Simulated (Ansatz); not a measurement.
**InF (SMILES [F][In]): MP2/STO-3G**

Aim: the energy change on altering one bond length of InF at MP2/STO-3G, from 2 runs. 

The calculation is run with Ansatz 0.2.0.

45 further runs of the same task are left out: 5 that didn't finish, 40 set aside as unsound or not needed.

### 1 The structure to begin with

InF: 2 atoms, total charge 0, spin state singlet. SMILES: `[F][In]`. The shape comes from GFN2-xTB, which is rough for such elements, and wasn't checked as a minimum.

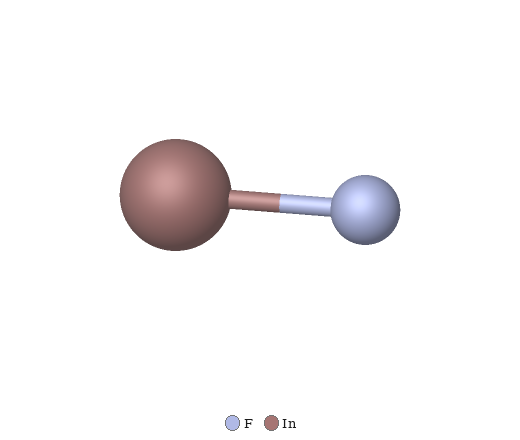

The structure, seen from a chosen angle (fluorine light blue, indium brown).

### 2 A single-point energy at MP2/STO-3G

The input, input.yaml:

```yaml
crystal:
  periodic: [false, false, false]
  atoms:
    - {symbol: F, position_ang: [0.000000, 0.000000, 0.000000]}
    - {symbol: In, position_ang: [0.000000, 0.000000, 2.025490]}
basis:
  gaussian: {orbitals: STO-3G}
total_charge: 0
correlation: {method: mp2, frozen_orbitals: {F: 1, In: 18}}
accuracy: high
```

Command:

```
$ ansatz run input.yaml --threads 1 --pin off --max-ram 2610MiB --events-out events.jsonl --progress --plain --runs-dir runs
```

What it wrote:

```text
Warning: RAYON_NUM_THREADS=1 ignored (pool sized by the plan → 1); use --threads N
Functional definition: HF
  name "HF"
  exchange = exact_x
  correlation = 0
564 factors; integrals over basis functions are off by at most 4.4e-9 eV
mean field evaluation 1: about -157303.0223 eV, gradient 1.8e1 eV
mean field evaluation 2: about -157303.0831 eV, gradient 1.8e1 eV
mean field evaluation 4: about -157305.5391 eV, gradient 1.6e0 eV
mean field evaluation 8: about -157305.5692 eV, gradient 4.9e-5 eV
mean field -157305.56915292 eV, -5780.8730408253 hartree, gradient 9.5e-9 eV, S^2 0.000000; 0 other end points of the search recorded, 0 dependent functions left out
19 core orbitals not correlated: weight in the atoms' cores, before any rotation towards them, 1.000 or more for the frozen orbitals, at most 0.000 for the correlated occupied ones
reference -157305.56915292 eV, -5780.8730408253 hartree; 10, 10 occupied and 3, 3 virtual orbitals, 564 factors
second order -1.35785073 eV of doubles, -0.00000000 eV of singles
Total energy: -157306.92700365 eV, -5780.9229409192 hartree
```

It took 0.42 s on 1 thread of Arm Neoverse V2, shared host.

### 3 The distorted shape

The input, job.yaml:

```yaml
basis:
  gaussian: {orbitals: STO-3G}
crystal:
  periodic: [false, false, false]
  atoms:
    - {symbol: F, position_ang: [0.000000, 0.000000, -0.506410]}
    - {symbol: In, position_ang: [0.000000, 0.000000, 2.025490]}
correlation: {method: mp2, frozen_orbitals: {F: 1, In: 18}}
accuracy: high
```

Command:

```
$ ansatz run job.yaml --threads 1 --pin off --max-ram 2610MiB --events-out events.jsonl --progress --plain --runs-dir runs
```

What it wrote:

```text
Warning: RAYON_NUM_THREADS=1 ignored (pool sized by the plan → 1); use --threads N
Functional definition: HF
  name "HF"
  exchange = exact_x
  correlation = 0
557 factors; integrals over basis functions are off by at most 6.4e-9 eV
mean field evaluation 1: about -157298.9571 eV, gradient 1.6e1 eV
mean field evaluation 2: about -157299.0003 eV, gradient 1.6e1 eV
mean field evaluation 4: about -157302.6250 eV, gradient 4.1e0 eV
mean field evaluation 8: about -157302.9022 eV, gradient 9.3e-2 eV
mean field -157302.90226472 eV, -5780.7750344919 hartree, gradient 8.2e-9 eV, S^2 0.000000; 0 other end points of the search recorded, 0 dependent functions left out; unrestricted orbitals would lower it
mean field evaluation 16: about -157302.9820 eV, gradient 1.4e1 eV
19 core orbitals not correlated: weight in the atoms' cores, before any rotation towards them, 1.000 or more for the frozen orbitals, at most 0.000 for the correlated occupied ones
reference -157302.90226472 eV, -5780.7750344919 hartree; 10, 10 occupied and 3, 3 virtual orbitals, 557 factors
second order -1.55314082 eV of doubles, -0.00000000 eV of singles
Total energy: -157304.45540554 eV, -5780.8321113641 hartree
```

Wall time 0.42 s (1 thread of Arm Neoverse V2, shared host).

### 4 Results

At MP2/STO-3G, 19 core orbitals frozen:

```
                                                          quantity           value
                                         first shape: total energy  -5780.92294 Eh
         first shape: correlation energy (19 core orbitals frozen)       -49.9 mEh
                                     distorted shape: total energy  -5780.83211 Eh
     distorted shape: correlation energy (19 core orbitals frozen)       -57.1 mEh
energy change with the F1–In2 bond stretched from 2.025 to 2.532 Å        2.472 eV
```

With the F1–In2 bond stretched from 2.025 to 2.532 Å the energy rises by 2.47 eV (57 kcal/mol). The first shape isn't relaxed at this level, so the change isn't measured from a minimum. The minimal basis adds a large error of its own. Relativity is left out (first shape) although the molecule holds a heavy atom. The restricted solution (distorted shape) is unstable to spin breaking: an unrestricted one lies lower. Relativity is left out (distorted shape) although the molecule holds a heavy atom.
